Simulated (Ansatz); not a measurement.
Electronic density of states of amorphous Si30N40W, density 3.26 g/cm³, on a 2×2×2 Γ-centred mesh with a Gaussian width of 0.1 eV; energies count from the Fermi level, whose place inside the gap is arbitrary. Cell and mesh are small, so fine structure isn't converged. Calculation: PBE, scalar-relativistic without spin-orbit coupling (plane waves to 420 eV, PAW; Ansatz, a quantum-chemistry and plane-wave program). Sampling: a 2×2×2 Γ-centred mesh; Fermi-Dirac width 0.02 eV; no spin polarisation. The usual formal charges leave 6 electrons over, so the level spacing at the Fermi energy parts defect or band states and needn't be the band gap. At PBE the levels at both edges of the gap are localised (band-tail or defect states), and the nearest spread-out levels lie 3.1 eV apart at the zone centre.

The cell was made by melting and quenching with the CHGNet potential and then relaxed with DFT. N atoms were pushed apart under 1.9 Å during the dynamics, to hinder bonds among them. The hot cell started wider than the set density and was brought back towards it in steps. It is the lowest in DFT energy of 2 quenches. It is a model cell: composition and starting density were chosen by hand, and all elements were melted together. No dispersion term was used. Its density started from a set value of 3.27 and ended at 3.26 g/cm³. Cooling (nominally 300 K/ps over its main leg) ran many orders faster than in experiment, which tends to leave more defects and strain. Values belong to this one cell and scatter from quench to quench. Volume and shape were free in the relaxation. On a 2×2×2 Γ-centred mesh force components of up to 0.19 eV/Å stay, since the relaxation ran on the zone centre alone.

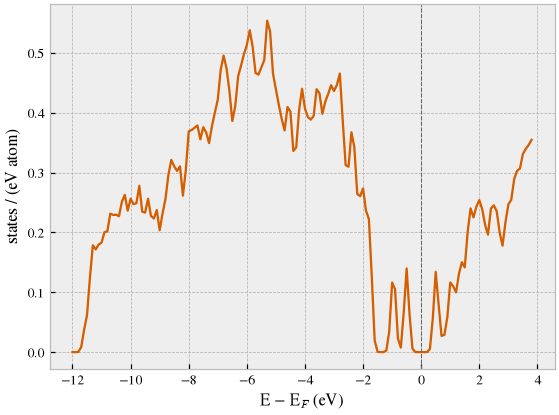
Figure. Density of states per atom

The level spacing at the Fermi energy on this mesh is 0.94 eV; the broadening fills part of it in the curve.
